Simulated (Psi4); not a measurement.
# CHFNSi: single-point calculation

- system: CHFNSi, multiplicity 2, SMILES N#C[SiH]F
- method: DSD-PBEP86/aug-cc-pVDZ, UKS (Psi4 1.11)

The geometry comes from this level: PBE0-D4/def2-TZVP.

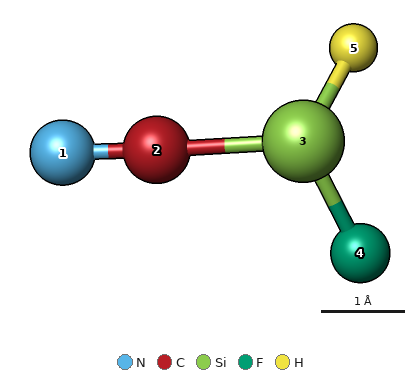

**Figure 1.** The structure (ball-and-stick view, seen on its broad side; atoms are numbered from 1 in the order of the input).

**Input (run.py)**
```python
import numpy as np
from ase.calculators.psi4 import Psi4
from ase.io import read

a = read('chfnsi.xyz')
calc = Psi4(atoms=a, method='dsd-pbep86', basis='aug-cc-pVDZ', memory='1600MB', num_threads=1, charge=0, multiplicity=2, label='calc', reference='uks')
calc.psi4.set_options({'puream': True, 'e_convergence': 1e-09, 'd_convergence': 1e-08, 'scf_type': 'pk', 'dft_radial_points': 99, 'dft_spherical_points': 590, 'num_frozen_docc': 8, 'maxiter': 200})
a.calc = calc

print(f'energy: {a.get_potential_energy():.6f} eV')
```

**File chfnsi.xyz**
```
5
CHFNSi
N      1.347400    -1.164000     1.391300
C      0.713800    -0.590000     0.616200
Si    -0.146100     0.297600    -0.743500
F     -1.590300    -0.347100    -0.917700
H     -0.274900     1.730000    -0.387600
```

Run on 1 thread of AMD EPYC (Zen 3), 192 GiB of memory available, shared host.

Launch command:
```bash
python run.py
```

**The program's output**
```
=> Loading Basis Set <=

    Name: AUG-CC-PVDZ
    Role: ORBITAL
    Keyword: BASIS

         ---------------------------------------------------------
                                   SCF
                              UKS Reference
                        1 Threads,   1525 MiB Core
         ---------------------------------------------------------

  ==> Geometry <==

    Molecular point group: c1
    Full point group: C1

    Geometry (in Angstrom), charge = 0, multiplicity = 2:

       Center              X                  Y                   Z               Mass
    ------------   -----------------  -----------------  -----------------  -----------------
         N            1.443962547199    -0.894970836370     1.550105709956    14.003074004430
         C            0.810362547199    -0.320970836370     0.775005709956    12.000000000000
         SI          -0.049537452801     0.566629163630    -0.584694290044    27.976926534650
         F           -1.493737452801    -0.078070836370    -0.758894290044    18.998403162730
         H           -0.178337452801     1.999029163630    -0.228794290044     1.007825032230

  Running in c1 symmetry.

  Rotational constants: A =      0.72231  B =      0.11665  C =      0.10200 [cm^-1]
  Rotational constants: A =  21654.16543  B =   3497.17110  C =   3057.91413 [MHz]
  Nuclear repulsion =  130.764801251187777

  Charge       = 0
  Multiplicity = 2
  Electrons    = 37
  Nalpha       = 19
  Nbeta        = 18

  ==> Algorithm <==

  SCF Algorithm Type is PK.
  DIIS enabled.
  MOM disabled.
  Fractional occupation disabled.
  Guess Type is SAD.
  Energy threshold   = 1.00e-09
  Density threshold  = 1.00e-08
  Integral threshold = 1.00e-12

  ==> Primary Basis <==

  Basis Set: AUG-CC-PVDZ
    Blend: AUG-CC-PVDZ
    Number of shells: 43
    Number of basis functions: 105
    Number of Cartesian functions: 113
    Spherical Harmonics?: true
    Max angular momentum: 2

  ==> DFT Potential <==

   => LibXC <=

    Version 7.1.2

   => Composite Functional: DSD-PBEP86 <=

    DSD-PBEP86 SCS Double Hybrid XC Functional (not dispersion corrected)

    Deriv               =              1
    GGA                 =           TRUE
    Meta                =          FALSE

    Exchange Hybrid     =           TRUE
    MP2 Hybrid          =           TRUE

   => Exchange Functionals <=

    0.2800     XC_GGA_X_PBE

   => Exact (HF) Exchange <=

    0.7200               HF

   => Correlation Functionals <=

    0.4400     XC_GGA_C_P86

   => MP2 Correlation <=

    MP2 SCS Hybrid      =           TRUE
    MP2 OS Alpha        =       0.510000
    MP2 SS Alpha        =       0.360000

   => LibXC Density Thresholds  <==

    XC_GGA_C_P86:  1.00E-15
    XC_GGA_X_PBE:  1.00E-15

   => Molecular Quadrature <=

    Radial Scheme          =       TREUTLER
    Pruning Scheme         =           NONE
    Nuclear Scheme         =       TREUTLER

    Blocking Scheme        =         OCTREE
    BS radius alpha        =              1
    Pruning alpha          =              1
    Radial Points          =             99
    Spherical Points       =            590
    Total Points           =         284131
    Total Blocks           =           2127
    Max Points             =            256
    Max Functions          =            105
    Weights Tolerance      =       1.00E-15

  ==> Integral Setup <==

  Using in-core PK algorithm.
   Calculation information:
      Number of atoms:                   5
      Number of AO shells:              43
      Number of primitives:            135
      Number of atomic orbitals:       113
      Number of basis functions:       105

      Integral cutoff                 1.00e-12
      Number of threads:                 1

  Performing in-core PK
  Using 30974790 doubles for integral storage.
  We computed 438048 shell quartets total.
  Whereas there are 447931 unique shell quartets.

  ==> DiskJK: Disk-Based J/K Matrices <==

    J tasked:                  Yes
    K tasked:                  Yes
    wK tasked:                  No
    Memory [MiB]:              927
    Schwarz Cutoff:          1E-12

  Cached 25.0% of DFT collocation blocks in 0.193 [GiB].

  Minimum eigenvalue in the overlap matrix is 3.6523943897E-04.
  Reciprocal condition number of the overlap matrix is 5.2043142008E-05.
    Using symmetric orthogonalization.

  ==> Pre-Iterations <==

  SCF Guess: Superposition of Atomic Densities via on-the-fly atomic UHF (no occupation information).

   -------------------------
    Irrep   Nso     Nmo
   -------------------------
     A        105     105
   -------------------------
    Total     105     105
   -------------------------

  ==> Iterations <==

                        Total Energy        Delta E     RMS |[F,P]|

   @UKS iter SAD:  -480.81288902119809   -4.80813e+02   0.00000e+00
   @UKS iter   1:  -481.72648064869679   -9.13592e-01   4.94668e-03 DIIS/ADIIS
   @UKS iter   2:  -481.74992500058210   -2.34444e-02   5.12061e-03 DIIS/ADIIS
   @UKS iter   3:  -481.88086587157954   -1.30941e-01   9.14499e-04 DIIS/ADIIS
   @UKS iter   4:  -481.88660199411902   -5.73612e-03   3.84381e-04 DIIS/ADIIS
   @UKS iter   5:  -481.88814529955579   -1.54331e-03   1.12783e-04 DIIS/ADIIS
   @UKS iter   6:  -481.88832882141060   -1.83522e-04   5.34796e-05 DIIS
   @UKS iter   7:  -481.88837908985118   -5.02684e-05   1.68916e-05 DIIS
   @UKS iter   8:  -481.88838856749680   -9.47765e-06   9.71692e-06 DIIS
   @UKS iter   9:  -481.88839303341302   -4.46592e-06   6.82715e-06 DIIS
   @UKS iter  10:  -481.88839595409451   -2.92068e-06   5.17639e-06 DIIS
   @UKS iter  11:  -481.88839896230996   -3.00822e-06   2.61271e-06 DIIS
   @UKS iter  12:  -481.88839973319040   -7.70880e-07   7.92047e-07 DIIS
   @UKS iter  13:  -481.88839976952522   -3.63348e-08   3.80074e-07 DIIS
   @UKS iter  14:  -481.88839977472958   -5.20436e-09   1.80784e-07 DIIS
   @UKS iter  15:  -481.88839977610024   -1.37067e-09   9.50938e-08 DIIS
   @UKS iter  16:  -481.88839977658688   -4.86637e-10   5.08932e-08 DIIS
   @UKS iter  17:  -481.88839977672876   -1.41881e-10   3.05524e-08 DIIS
   @UKS iter  18:  -481.88839977675741   -2.86491e-11   1.36496e-08 DIIS
   @UKS iter  19:  -481.88839977676344   -6.02540e-12   4.89023e-09 DIIS
  Energy and wave function converged.

  ==> Post-Iterations <==

   Electrons on quadrature grid:
      Nalpha   =   19.0000004857 ; deviation = 4.857e-07
      Nbeta    =   18.0000004799 ; deviation = 4.799e-07
      Ntotal   =   37.0000009657 ; deviation = 9.657e-07

   @Spin Contamination Metric:   9.961972859E-03
   @S^2 Expected:                7.500000000E-01
   @S^2 Observed:                7.599619729E-01
   @S   Expected:                5.000000000E-01
   @S   Observed:                5.000000000E-01

    Orbital Energies [Eh]
    ---------------------

    Alpha Occupied:

       1A    -67.968034     2A    -25.778930     3A    -15.181805
       4A    -10.913137     5A     -5.946843     6A     -4.140996
       7A     -4.135837     8A     -4.133715     9A     -1.499638
      10A     -1.146247    11A     -0.779478    12A     -0.670377
      13A     -0.636059    14A     -0.626401    15A     -0.551925
      16A     -0.506080    17A     -0.474497    18A     -0.461255
      19A     -0.350238

    Alpha Virtual:

      20A      0.006552    21A      0.026279    22A      0.037786
      23A      0.043133    24A      0.054057    25A      0.059525
      26A      0.085887    27A      0.107397    28A      0.119726
      29A      0.122444    30A      0.127760    31A      0.147313
      32A      0.167012    33A      0.188226    34A      0.195104
      35A      0.220218    36A      0.224202    37A      0.230352
      38A      0.262691    39A      0.274662    40A      0.284860
      41A      0.304228    42A      0.312827    43A      0.319202
      44A      0.328860    45A      0.359055    46A      0.365425
      47A      0.404786    48A      0.433469    49A      0.452787
      50A      0.462390    51A      0.476715    52A      0.509960
      53A      0.521212    54A      0.545449    55A      0.601931
      56A      0.620781    57A      0.655910    58A      0.680746
      59A      0.695141    60A      0.710934    61A      0.730267
      62A      0.790825    63A      0.818550    64A      0.820323
      65A      0.905791    66A      0.908885    67A      0.936774
      68A      0.954090    69A      0.975333    70A      1.017712
      71A      1.033975    72A      1.149763    73A      1.217944
      74A      1.318243    75A      1.381430    76A      1.404836
      77A      1.439271    78A      1.471706    79A      1.516306
      80A      1.560591    81A      1.572361    82A      1.583320
      83A      1.598383    84A      1.636279    85A      1.688605
      86A      1.738509    87A      1.816623    88A      1.889427
      89A      1.910847    90A      1.958006    91A      2.082509
      92A      2.172739    93A      2.357011    94A      2.480748
      95A      2.482176    96A      2.730995    97A      2.736989
      98A      2.923153    99A      2.950477   100A      3.295762
     101A      4.706197   102A      4.721017   103A      4.797218
     104A      4.843414   105A      4.890758

    Beta Occupied:

       1A    -67.962975     2A    -25.775957     3A    -15.177655
       4A    -10.914407     5A     -5.938989     6A     -4.132383
       7A     -4.130314     8A     -4.123700     9A     -1.491963
      10A     -1.138040    11A     -0.757748    12A     -0.662151
      13A     -0.625828    14A     -0.612229    15A     -0.537206
      16A     -0.495645    17A     -0.458474    18A     -0.455225

    Beta Virtual:

      19A     -0.054689    20A      0.016760    21A      0.030190
      22A      0.041685    23A      0.048977    24A      0.062328
      25A      0.073013    26A      0.093813    27A      0.114859
      28A      0.119521    29A      0.133556    30A      0.145229
      31A      0.154623    32A      0.172004    33A      0.194207
      34A      0.208791    35A      0.225173    36A      0.229656
      37A      0.232696    38A      0.273623    39A      0.281361
      40A      0.291950    41A      0.309351    42A      0.315477
      43A      0.322771    44A      0.337058    45A      0.364008
      46A      0.372379    47A      0.410661    48A      0.441136
      49A      0.462048    50A      0.471123    51A      0.483104
      52A      0.513126    53A      0.530021    54A      0.553085
      55A      0.623022    56A      0.638990    57A      0.676825
      58A      0.690201    59A      0.705784    60A      0.720398
      61A      0.738893    62A      0.797825    63A      0.823553
      64A      0.830246    65A      0.911700    66A      0.922874
      67A      0.942713    68A      0.955909    69A      0.984016
      70A      1.019807    71A      1.038030    72A      1.159929
      73A      1.221593    74A      1.321191    75A      1.385266
      76A      1.406852    77A      1.443321    78A      1.474843
      79A      1.519446    80A      1.567005    81A      1.572274
      82A      1.584386    83A      1.596779    84A      1.643468
      85A      1.692177    86A      1.743657    87A      1.821781
      88A      1.892089    89A      1.918423    90A      1.966498
      91A      2.085514    92A      2.180214    93A      2.359894
      94A      2.490854    95A      2.492202    96A      2.738465
      97A      2.740504    98A      2.927110    99A      2.956291
     100A      3.299114   101A      4.710851   102A      4.726303
     103A      4.803459   104A      4.844986   105A      4.894592

    Final Occupation by Irrep:
              A
    DOCC [    18 ]
    SOCC [     1 ]
    NA   [    19 ]
    NB   [    18 ]

  @UKS Final Energy:  -481.88839977676344

   => Energetics <=

    Nuclear Repulsion Energy =            130.7648012511877766
    One-Electron Energy =                -925.1062981542581838
    Two-Electron Energy =                 324.9542688127426686
    DFT Exchange-Correlation Energy =     -12.5011716864357378
    Empirical Dispersion Energy =           0.0000000000000000
    VV10 Nonlocal Energy =                  0.0000000000000000
    Total Energy =                       -481.8883997767634355

  UHF NO Occupations:
  HONO-2 :   17  A 1.9993442
  HONO-1 :   18  A 1.9961590
  HONO-0 :   19  A 1.0000000
  LUNO+0 :   20  A 0.0038410
  LUNO+1 :   21  A 0.0006558
  LUNO+2 :   22  A 0.0002111
  LUNO+3 :   23  A 0.0001275

Computation Completed

Properties will be evaluated at   0.000000,   0.000000,   0.000000 [a0]

Properties computed using the SCF density matrix

 Multipole Moments:

 ------------------------------------------------------------------------------------
     Multipole            Electronic (a.u.)      Nuclear  (a.u.)        Total (a.u.)
 ------------------------------------------------------------------------------------

 L = 1.  Multiply by 2.5417464519 to convert [e a0] to [Debye]
 Dipole X            :         -1.4428903            1.2366637           -0.2062266
 Dipole Y            :         -1.0821170            1.9626300            0.8805130
 Dipole Z            :         -1.3227241            0.4841691           -0.8385550
 Magnitude           :                                                    1.2332911

 ------------------------------------------------------------------------------------

	total time  =         82 seconds =       1.37 minutes

   => Loading Basis Set <=

    Name: (AUG-CC-PVDZ AUX)
    Role: RIFIT
    Keyword: DF_BASIS_MP2

	 --------------------------------------------------------
	                          DF-MP2
	      2nd-Order Density-Fitted Moller-Plesset Theory
	              UMP2 Wavefunction,   1 Threads

	 --------------------------------------------------------

	 --------------------------------------------------------
	                 NBF =   105, NAUX =   331
	 --------------------------------------------------------
	   CLASS    FOCC     OCC    AOCC    AVIR     VIR    FVIR
	   ALPHA       8      19      11      86      86       0
	    BETA       8      18      10      87      87       0
	 --------------------------------------------------------

	-----------------------------------------------------------
	 ==================> DF-MP2 Energies <====================
	-----------------------------------------------------------
	 Reference Energy          =    -481.8883997767634355 [Eh]
	 Singles Energy            =      -0.0000000000000000 [Eh]
	 Same-Spin Energy          =      -0.1702921202468572 [Eh]
	 Opposite-Spin Energy      =      -0.4709018023131405 [Eh]
	 Correlation Energy        =      -0.6411939225599976 [Eh]
	 Total Energy              =    -482.5295936993234136 [Eh]
	-----------------------------------------------------------
	 ================> DF-SCS-MP2 Energies <==================
	-----------------------------------------------------------
	 SCS Same-Spin Scale       =       0.3600000000000000 [-]
	 SCS Opposite-Spin Scale   =       0.5100000000000000 [-]
	 SCS Same-Spin Energy      =      -0.0613051632888686 [Eh]
	 SCS Opposite-Spin Energy  =      -0.2401599191797017 [Eh]
	 SCS Correlation Energy    =      -0.6218462028580544 [Eh]
	 SCS Total Energy          =    -482.5102459796215157 [Eh]
	-----------------------------------------------------------

    DSD-PBEP86 Energy Summary
    -------------------------
    DFT Reference Energy                  =  -481.8883997767634355
    Scaled MP2 Correlation                =    -0.3014650824685702
    @Final double-hybrid DFT total energy =  -482.1898648592319887

	total time  =          0 seconds =       0.00 minutes
```

**Summary**

| quantity | value |
| --- | --- |
| outcome | converged |
| total energy | −482.189865 hartree |
| SCF energy | −481.888400 hartree |
| basis functions | 105 |
| ⟨S²⟩ | 0.760 |
| wall time | 86 s |
| peak memory | 0.78 GiB |
